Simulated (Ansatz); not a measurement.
**F2H2Si3: density, localisation and related maps**

The calculation's input:

```
crystal:
  periodic: [false, false, false]
  atoms:
    - symbol: F
      position_ang: [-0.466126, -1.684851, 0.561538]
    - symbol: F
      position_ang: [0.663536, 0.171569, -0.667147]
    - symbol: Si
      position_ang: [0.035483, -0.165580, 0.781726]
    - symbol: Si
      position_ang: [-0.092530, 1.332988, 2.419878]
    - symbol: Si
      position_ang: [0.806850, -0.506303, 3.289676]
    - symbol: H
      position_ang: [0.873671, -1.937323, 2.847171]
    - symbol: H
      position_ang: [1.607061, -0.388383, 4.548755]
basis:
  gaussian: {orbitals: def2-TZVPD}
total_charge: 0
hamiltonian: {xc: {name: PBE0}}
output: {forces: true, orbitals: {seedname: orbitals}}
```

Launched as:

```sh
ansatz run input.yaml --threads 1 --pin off --max-ram 2610MiB --events-out events.jsonl --progress --plain --runs-dir runs
```

Geometry: PBE0-D3(BJ)/def2-SVP.

All numbers below come from isolated molecule in a Gaussian basis; Kohn-Sham density functional theory, functional PBE0 (Ansatz 0.2.0).

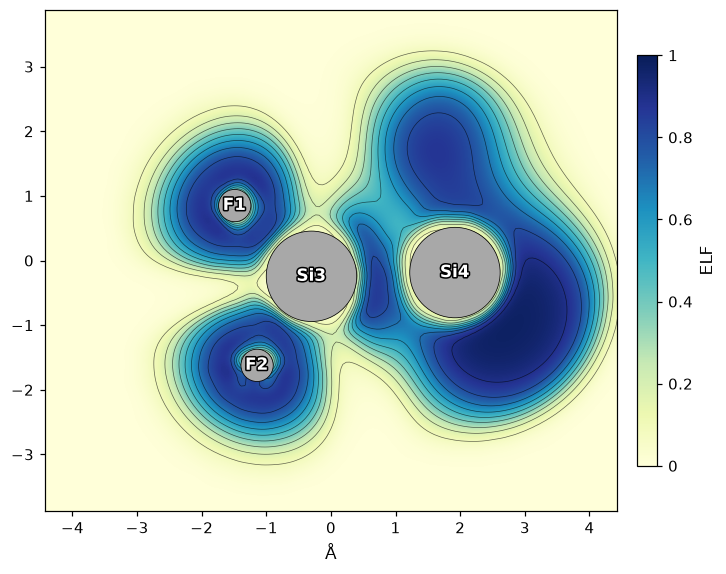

Figure 1. ELF on the plane of atoms F1, Si3 and F2. Grey discs cover the atomic cores.

> What do the fields say about this system?

- The section cuts through F and Si sites.
- Si–F (1.61 Å): the ELF peaks at about 0.85 in the valence shell of F, 0.6 Å from its nucleus, and is about 0.50 at the midpoint.
- Si–Si (2.22 Å): the ELF peaks at about 0.85 between the atoms (a covalent bond).
- The ELF also peaks beside F2, Si4 and F1, away from the bonds: lone-pair regions.

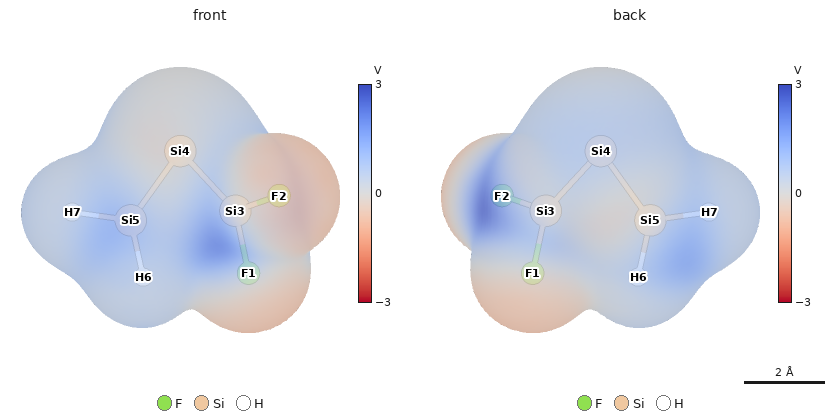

Figure 2. The electrostatic potential painted on the density surface at 0.002 e/bohr³, seen from the front and from behind; red is negative and blue positive.

> Which sites attract a positive test charge, and which a negative one?

A positive charge is drawn to the negative regions and a negative charge to the positive ones. The most negative region (about −0.7 V) lies over F1 and F2, the most positive (about +2.3 V) over Si3.

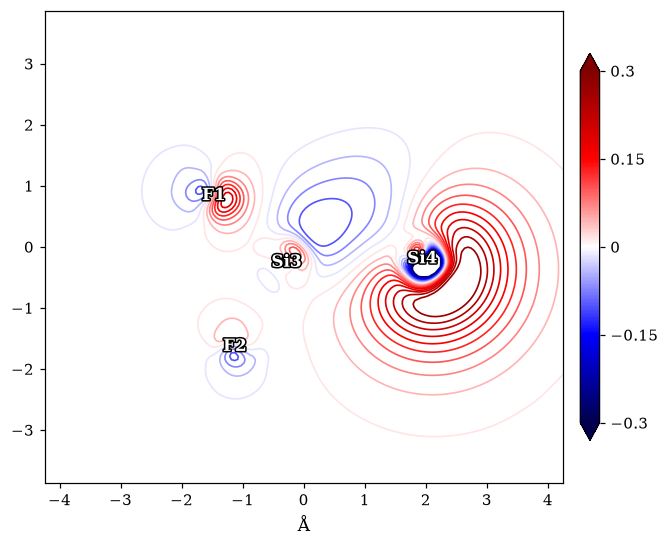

Figure 3. The HOMO−1 on the plane of atoms F2, Si3 and Si4 (values in Å⁻³ᐟ²; the overall sign is arbitrary).

> Describe this orbital and give its energy.

By Hirshfeld shares it lies mainly on Si4 (about 55 %), Si5 (about 20 %), Si3 (about 10 %) and H6 (about 10 %). Its energy is −8.02 eV.

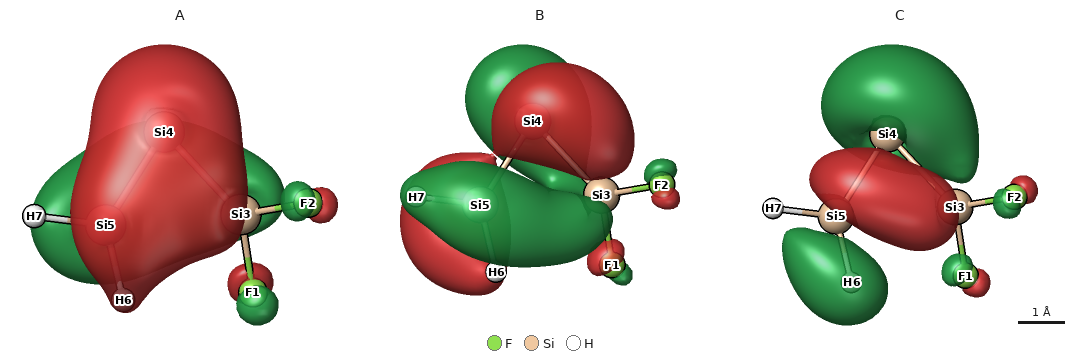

Figure 4. Three frontier orbitals at ±0.08 Å⁻³ᐟ² (green and red are the two phases), in no order.

> Which picture is the HOMO−1, the HOMO and the LUMO?

C is the HOMO−1 (−8.02 eV). Its weight (Hirshfeld) is mainly on Si4 (about 55 %), Si5 (about 20 %), Si3 (about 10 %) and H6 (about 10 %). A is the HOMO (−6.67 eV). It lies mainly on Si4 (about 40 %), Si5 (about 35 %) and Si3 (about 20 %); π-bonding across Si4–Si5. B is the LUMO (−2.47 eV). It lies mainly on Si4 (about 40 %), Si5 (about 35 %) and Si3 (about 15 %); π-antibonding (π*) across Si4–Si5.

> What is the HOMO–LUMO gap?

4.20 eV between the orbital energies.
